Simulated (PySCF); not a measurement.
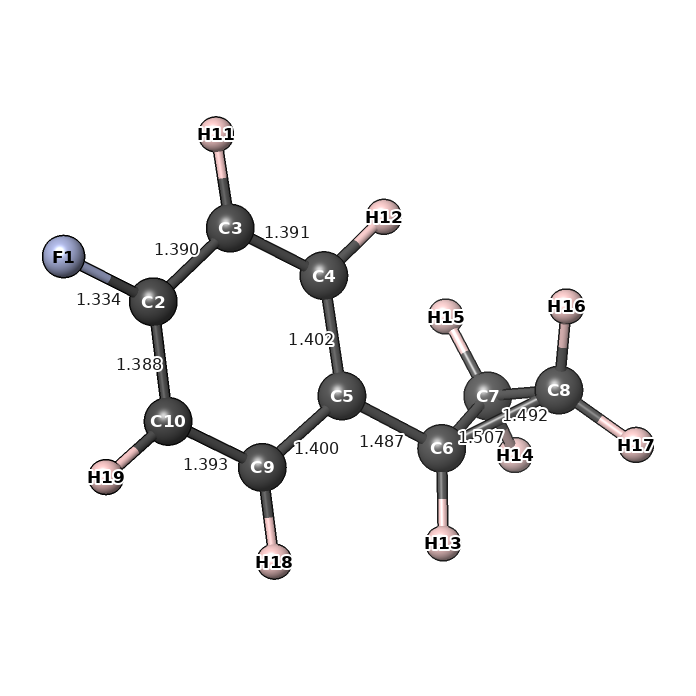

The numbers beside the sticks are distances in Å. Sticks don't show bond order. The computed structure is the end point of a PBE0-D3(BJ)/def2-SVP optimisation. No frequency run is at hand to confirm it as a minimum.

Question: Assign a bond order to each marked bond.

Answer: F1–C2 single; C2–C3 aromatic; C2–C10 aromatic; C3–C4 aromatic; C4–C5 aromatic; C5–C6 single; C5–C9 aromatic; C6–C7 single; C7–C8 single; C9–C10 aromatic.

Question: Write the SMILES.

Answer: Fc1ccc(C2CC2)cc1
